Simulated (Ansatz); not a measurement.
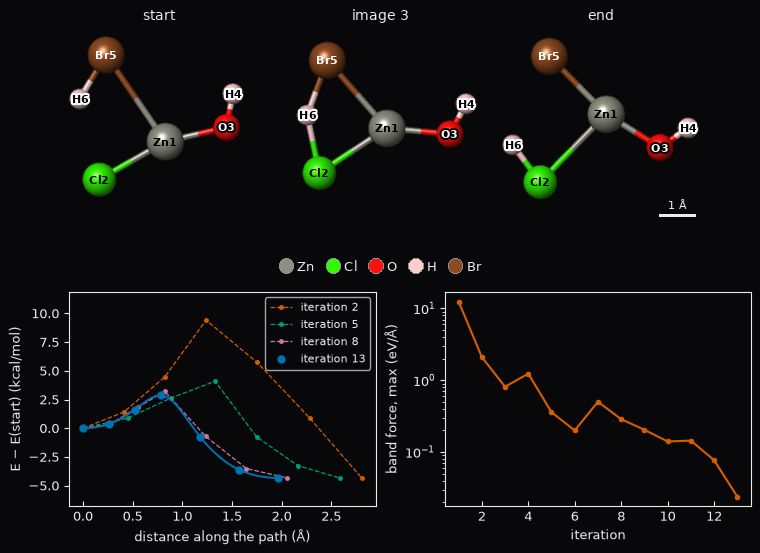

NEB run on ZnH2OBrCl. Images are numbered from 0 (start) to 6 (end). The plot follows the band through its iterations. Style: ball-and-stick. Shown face on.

Level of theory: RKS PBE0-D4/def2-SVP (Ansatz 0.2.0).

The input:
```yaml
crystal:
  periodic: [false, false, false]
  atoms:
    - { symbol: Zn, position_ang: [0.168727, -0.096526, 0.187032] }
    - { symbol: Cl, position_ang: [0.39871, 0.271824, 2.289414] }
    - { symbol: O, position_ang: [0.480609, -0.280883, -1.549062] }
    - { symbol: H, position_ang: [-0.290735, -0.5613, -2.051916] }
    - { symbol: Br, position_ang: [-2.649104, -0.669405, 0.833777] }
    - { symbol: H, position_ang: [-1.834304, -0.30321, 1.970455] }
basis:
  gaussian: { orbitals: def2-SVP }
hamiltonian:
  xc: pbe0
  dispersion: d4
neb:
  order_check: false
  images: 5
  f_tol: 0.05
  max_iterations: 60
  final_atoms:
    - { symbol: Zn, position_ang: [-0.85453625, -0.39828168, -0.21157161] }
    - { symbol: Cl, position_ang: [0.1907191, 0.20285102, 2.16634419] }
    - { symbol: O, position_ang: [0.54030719, -0.23322702, -1.30502172] }
    - { symbol: H, position_ang: [0.33527568, -0.43830715, -2.22277014] }
    - { symbol: Br, position_ang: [-2.90343736, -0.74314534, 0.72143663] }
    - { symbol: H, position_ang: [-1.03442535, -0.02938983, 2.53128265] }
  initial_path:
    images:
      - { positions_ang: [[0.168727, -0.096526, 0.187032], [0.39871, 0.271824, 2.289414], [0.480609, -0.280883, -1.549062], [-0.290735, -0.5613, -2.051916], [-2.649104, -0.669405, 0.833777], [-1.834304, -0.30321, 1.970455]] }
      - { positions_ang: [[0.11112592, -0.06310167, 0.12292748], [0.26655937, 0.19413971, 2.38776729], [0.31758799, -0.19407496, -1.63107885], [-0.10828076, -0.6872524, -2.07476672], [-2.61138377, -0.60502677, 0.844246], [-1.70170576, -0.28418391, 2.0306048]] }
      - { positions_ang: [[0.05352485, -0.02967734, 0.05882296], [0.13440875, 0.11645542, 2.48612058], [0.15456698, -0.10726691, -1.71309569], [0.07417349, -0.8132048, -2.09761745], [-2.57366354, -0.54064854, 0.854715], [-1.56910752, -0.26515782, 2.0907546]] }
      - { positions_ang: [[-0.00407623, 0.003747, -0.00528157], [0.00225812, 0.03877113, 2.58447386], [-0.00845403, -0.02045887, -1.79511254], [0.25662773, -0.93915721, -2.12046817], [-2.53594331, -0.47627032, 0.865184], [-1.43650929, -0.24613173, 2.1509044]] }
      - { positions_ang: [[-0.28756291, -0.13026256, -0.07404491], [0.06507845, 0.09346443, 2.44509731], [0.17446638, -0.09138159, -1.63174893], [0.28284371, -0.77220719, -2.15456883], [-2.65844133, -0.56522866, 0.81726821], [-1.30248131, -0.17388443, 2.27769715]] }
      - { positions_ang: [[-0.57104958, -0.26427212, -0.14280826], [0.12789877, 0.14815772, 2.30572075], [0.35738678, -0.1623043, -1.46838532], [0.3090597, -0.60525717, -2.18866949], [-2.78093935, -0.654187, 0.76935242], [-1.16845333, -0.10163713, 2.4044899]] }
      - { positions_ang: [[-0.85453625, -0.39828168, -0.21157161], [0.1907191, 0.20285102, 2.16634419], [0.54030719, -0.23322702, -1.30502172], [0.33527568, -0.43830715, -2.22277014], [-2.90343736, -0.74314534, 0.72143663], [-1.03442535, -0.02938983, 2.53128265]] }
```

Command:
```bash
ansatz run input.yaml --threads 2 --pin off --max-ram 3072MiB --backend cpu --events-out ev --progress --plain --runs-dir out
```

Question: How did the profile develop, and is the result final?

Answer: The result is final at these settings. The band converged in 13 iterations. The largest component of the band force went from 13 to 0.024 eV/Å. The climbing image converged on the top of the path. Its vibrational analysis gives one imaginary mode (292i cm⁻¹), as a transition state must have. The first iteration put the highest image at 33.1 kcal/mol. Forward barrier 2.9 kcal/mol, backward barrier 7.2 kcal/mol, with image 3 at the top; the reaction energy is −4.3 kcal/mol.

The run took 3.3 min on 2 threads of Arm Neoverse V2, on a shared host, peak memory 0.28 GiB.
